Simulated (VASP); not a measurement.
Band structure of CoSi2 (space group Fm-3m). Method: r2SCAN+rVV10, VASP's PBE PAW potentials (set 64) (plane waves; VASP 6.6.1).

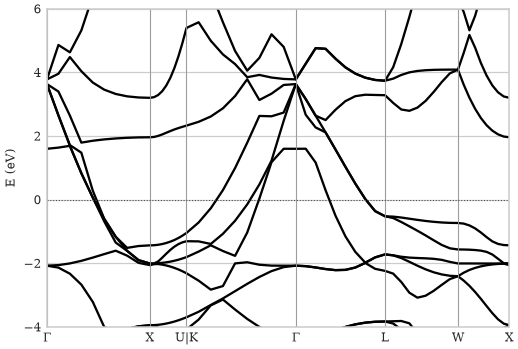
Bands along high-symmetry lines, zero at the valence-band maximum or, without a gap, the Fermi level

Q: Read the plot: is there a gap, and where are the band edges?

A: It has no gap at this level: it comes out as a metal or semimetal.

The structure comes from a measured CoSi2 entry (Fm-3m) of the Crystallography Open Database, whose conditions weren't checked. It was relaxed first. The run is not spin-polarised, so no magnetic state was tried. The electron count is odd and the run is not spin-polarised, which forces a metal.
